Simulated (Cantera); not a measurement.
A closed system holds: 1 mol TiO2, 0.45 mol CH4, 8.8 mol H2, held at 1500 Pa.

Cantera equilibrium calculation (NASA polynomials, part measured and part estimated; ideal gas, pure solids and liquids). Candidate condensed phases: C, C6H6, C7H8, C8H18, H2O, Ti, TiC, TiO, TiO2, Ti2O3, Ti3O5, Ti4O7; 113 gas species. Mutual solubility and eutectic melting of coexisting phases are not modelled. Condensed phases not in the tables: Magnéli phases beyond Ti4O7. Equilibrium is a limit: real reactors are often held back by kinetics, nucleation or transport.

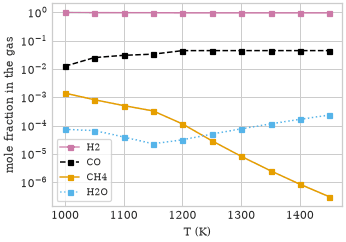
*Equilibrium gas composition (values under 1e-9 drawn at 1e-9)*

Question: Read off the mole fractions at 1400 K.

Answer: H2 about 0.96, CO about 0.044, H2O about 0.00017, CH4 about 8.5e-7.
